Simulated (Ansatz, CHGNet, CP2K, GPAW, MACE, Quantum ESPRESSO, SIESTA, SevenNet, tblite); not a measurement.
# C(110) slab, H on the bottom face, stepped (108 atoms) in GPAW, part 2 of 2

How do the settings of GPAW change the result for C(110) slab, H on the bottom face, stepped (108 atoms)? A plane-wave run serves as the yardstick.

Program: GPAW 26.7.0; the method stands at each step. Banners, paths, timers and routine set-up lines are dropped from the logs unmarked, and long logs keep their key lines alone; longer cuts are marked.

So far. Step 3 (PBE, plane waves 550 eV): Against the first run (12 %), the force difference from the reference is 0.93 %, at 2.1 times the CPU time. Step 4 (PBE, LCAO dzp, h 0.2 Å, other mixer settings): Against the first run (12 %), the force difference from the reference is 12 %, at 1.1 times the CPU time: another solver or mixer reaches the same state.

## (5) revPBE, LCAO dzp, h 0.2 Å

Method: Kohn-Sham DFT, revPBE, PAW, atomic orbitals (dzp).

Input file run.py:

```python
import numpy as np
from ase.io import read
from gpaw import GPAW, FermiDirac
from ase.parallel import parprint as print

atoms = read("structure.xyz")
atoms.calc = GPAW(
    mode="lcao",
    basis="dzp",
    h=0.2,
    xc="revPBE",
    kpts={"size": (1, 1, 1), "gamma": True},
    occupations=FermiDirac(0.05),
    maxiter=200,
    symmetry={"point_group": False},
    txt="gpaw.txt",
)
energy = atoms.get_potential_energy(force_consistent=True)
forces = atoms.get_forces()
print(f"energy {energy:.6f} eV")
print("forces (eV/A)")
for i, (a, f) in enumerate(zip(atoms, forces)):
    print(f"{i:4d} {a.symbol:2s} {f[0]:10.5f} {f[1]:10.5f} {f[2]:10.5f}")
print(f"Fermi level {atoms.calc.get_fermi_level():.4f} eV")
for k in range(len(atoms.calc.get_ibz_k_points())):
    for s in range(atoms.calc.get_number_of_spins()):
        e = atoms.calc.get_eigenvalues(kpt=k, spin=s)
        n = np.searchsorted(e, atoms.calc.get_fermi_level())
        print(f"k {k} spin {s} levels about the Fermi level:", np.round(e[max(n - 6, 0):n], 4).tolist(), "|", np.round(e[n:n + 6], 4).tolist())
```

Input file structure.xyz:

```xyz
108
Lattice="10.08900 0.00000 0.00000 0.00000 10.70100 0.00000 0.00000 0.00000 14.67336" Properties=species:S:1:pos:R:3 pbc="T T T"
[... 108 atom lines left out: the same atoms as in the first run ...]
```

Started as:

```sh
$ OMP_NUM_THREADS=1 mpirun -np 2 gpaw python run.py > output.txt
```

What it wrote:

```text
energy -742.718863 eV
forces (eV/A)
   0 C     1.46616   -3.12125   -0.11851
   1 C    -1.16230    2.87458    1.02981
   2 C     2.38294   -0.95307   -0.41922
   3 C    -0.09011   -0.58890    0.24078
   4 C     0.79538    0.06194    0.44092
   5 C    -2.21083   -0.52689    1.15266
   6 C     2.58767   -3.93314   -1.05303
   7 C     0.12428    0.01603    0.75298
   8 C     0.11518    0.40000    1.26099
   9 C    -0.75999    2.40213   -0.98751
  10 C     2.65149   -0.28270    0.06168
  11 C    -0.68101   -1.10879   -0.08102
  12 C     2.03234    0.21924    1.60924
  13 C     2.32039   -4.07283   -0.92837
  14 C    -2.73509    3.77730   -0.44542
  15 C    -0.86339   -1.70793   -0.32121
  16 C    -0.37407    1.77566    0.25839
  17 C    -3.05602   -0.84609   -2.35514
  18 C     0.79521   -0.22854    0.62334
  19 C     2.23795   -0.20559   -1.24423
  20 C     0.18838    2.23220    3.25827
  21 C     2.66851   -3.35666   -0.65207
  22 C    -1.49387   -0.61012    1.18873
  23 C     1.09041    1.27308    1.04813
[...]
100 H    -0.09969    0.11630   -0.47556
 101 H     0.21156   -0.38092   -1.03054
 102 H     0.08284    0.37863   -0.47176
 103 H     0.18099   -0.22972   -0.85237
 104 H     0.04199    0.87198   -1.46114
 105 H    -0.12425    0.07837   -0.01222
 106 H     0.08916    0.96192   -1.52914
 107 H     0.01232   -0.29007   -0.52635
Fermi level 1.1492 eV
k 0 spin 0 levels about the Fermi level: [0.3088, 0.4733, 0.5097, 0.9556, 1.0036, 1.1467] | [1.1733, 1.2297, 1.3988, 1.4346, 1.4944, 1.623]
```

gpaw.txt:

```text
Input parameters:
  mode=LCAO(),
  basis={'default': 'dzp'},
  h=0.2,
  kpts=MonkhorstPack(size=(1, 1, 1), gamma=True),
  maxiter=200,
  occupations=Occupations(name='fermi-dirac', width=0.05, fixmagmom=False),
  symmetry=Symmetry(point_group=False),
  xc=XC(name='revPBE')
Unit cell  # Å
| periodic |         x |         y |         z |   lengths |    angles |
[... lines left out ...]
  Fermi-Dirac:
[... lines left out ...]
convergence criteria:
- Maximum [total energy] change in last 3 cyles: 0.0005 eV / valence electron
[... lines left out ...]
Converged in 23 steps
[... lines left out ...]
  Coulomb:        -593.257054
  Zero:             10.130678
  External:          0.000000
  Xc:             -753.096415
  Entropy:          -0.218253
  Spinorbit:         0.000000
  ----------------------------
  Free energy:    -742.718863
  Extrapolated:   -742.609736
dipole moment: (41.391561, -57.426019, -3.314480)  # |e|*Ang
Fermi level: 1.149
Eigenvalues  # (at kpt = [0.000, 0.000, 0.000])
| band index |      eig [eV] | occ [0-2] |
|------------|---------------|-----------|
|          0 |       -19.808 |     2.000 |
|        ... |               |           |
|        172 |         0.153 |     2.000 |
|        173 |         0.184 |     2.000 |
[...]
|        187 |         1.910 |     0.000 |
|        ... |               |           |
|        219 |         7.756 |     0.000 |
Gap: 0.027 eV
Transition (v -> c):
  (s=0, k=0, n=179, [0.00, 0.00, 0.00]) -> (s=0, k=0, n=180, [0.00, 0.00, 0.00])
No difference between direct/indirect transitions
Force computation time: 10.463  # s
```

The job ended after 2.2 min (2 MPI ranks of Arm Neoverse V2, shared host; peak memory 1.2 GiB).

Against the reference:

```yaml
r_m_s_force_component: 1.601 eV/Å
r_m_s_difference_of_force_components: 201.3 meV/Å
longest_difference_of_force_vectors: 689.7 meV/Å
force_difference_over_r_m_s_force: 12.67 %
slope_of_forces_against_the_reference_s: 1
correlation_of_force_components: 0.9921
```

Against the first run (12 %), the force difference from the reference is 13 %, at 1.0 times the CPU time; the model has changed, so this is no error of the program alone.

## (6) The ladder

Differences are against the plane-wave reference, forces as r.m.s. over components; share is that over the reference's r.m.s. force, slope the least-squares factor from reference forces to these. Total energies of different programs have different zeros and aren't compared.

| run | Δ force, r.m.s. (meV/Å) | share (%) | slope | cores | CPU time | memory (GiB) |
| --- | --- | --- | --- | --- | --- | --- |
| reference | - | - | - | 8 | 84 s | 1.6 |
| GPAW PBE, LCAO dzp, h 0.2 Å | 195 | 12.3 | 1.010 | 2 | 4.4 min | 1.3 |
| GPAW PBE, plane waves 550 eV | 14.7 | 0.928 | 1.002 | 2 | 9.2 min | 1.8 |
| GPAW PBE, LCAO dzp, h 0.2 Å, other mixer settings | 195 | 12.3 | 1.010 | 2 | 4.8 min | 1.2 |
| GPAW revPBE, LCAO dzp, h 0.2 Å | 201 | 12.7 | 1.000 | 2 | 4.5 min | 1.2 |

CPU time is summed over cores on a shared host, where runs went side by side, so it is rough. Symmetry, cutoffs, thresholds, outputs and thread counts weren't matched or tuned between programs; memory under MPI is the largest rank's times the ranks.

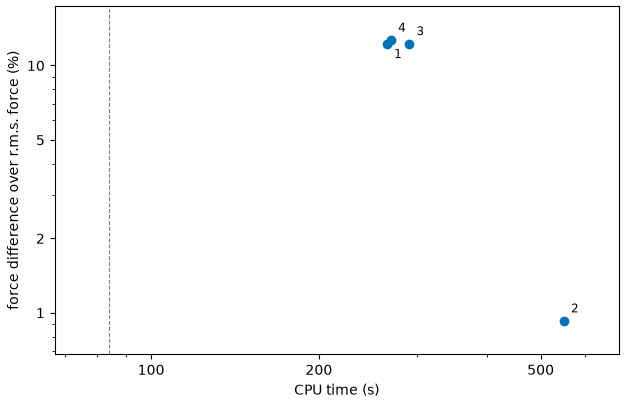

Force difference against CPU time; the dashed line marks the reference's time. Points: 1 GPAW PBE, LCAO dzp, h 0.2 Å; 2 GPAW PBE, plane waves 550 eV; 3 GPAW PBE, LCAO dzp, h 0.2 Å, other mixer settings; 4 GPAW revPBE, LCAO dzp, h 0.2 Å.

Within one program, basis, potentials and functional, energies share a zero. Each run against its twin at the usual cutoff or grid and solver:

| run | twin | Δ energy (meV/atom) | Δ force, r.m.s. (meV/Å) | CPU time over the twin's |
| --- | --- | --- | --- | --- |
| GPAW PBE, LCAO dzp, h 0.2 Å, other mixer settings | LCAO dzp, h 0.2 Å | 2.0e-4 | 7.83 | 1.1 |

## (7) Summary of results

| Item | Value |
| --- | --- |
| nearest in forces | GPAW PBE, plane waves 550 eV, 0.93 % |
| its CPU time | 9.2 min |

What this shows: PBE on plane waves or a grid with other potentials, cutoffs or grids differs from the reference by 0.93 % (GPAW PBE, plane waves 550 eV) of the r.m.s. force; this holds the reference's own error, so differences of a few per cent don't tell which side is nearer the exact PBE result. The PBE runs in local orbitals differ by 12 % in each run; basis, grid and potentials can all enter. Rows with another functional or a dispersion term differ by 13 % (GPAW revPBE, LCAO dzp, h 0.2 Å), which mixes the change of model with differences of basis and potentials. None of the electronic-structure runs in the table takes under half the reference's CPU time of 84 s; they take 3.2 to 6.5 times as much. In GPAW PBE, LCAO dzp, h 0.2 Å, other mixer settings the difference has nearly one length on every H (0.49 eV/Å) and points along its bond, outwards: this method prefers longer bonds, and stiff bonds to hydrogen turn a small shift into a large force. The runs have no spin polarisation, so any moments at edges, vacancies or dangling bonds can't form. The electronic-structure runs sample only Γ, in a cell whose shortest periodic width is 10 Å, which is coarse for a cell with partly filled levels.

[Also dropped from logs without a mark: logging warnings of Python, and SIESTA's first energy breakdown and zero terms.]

[Logs are printed without paths, hosts, clocks, repeated set-up lines and the standing remarks that a program may print on its own settings, such as how far it seeks lower states.]

[Hosts, paths, dates, database ids (printed as entryN), source tags and the programs' standing remarks are cut or masked in the printed files.]
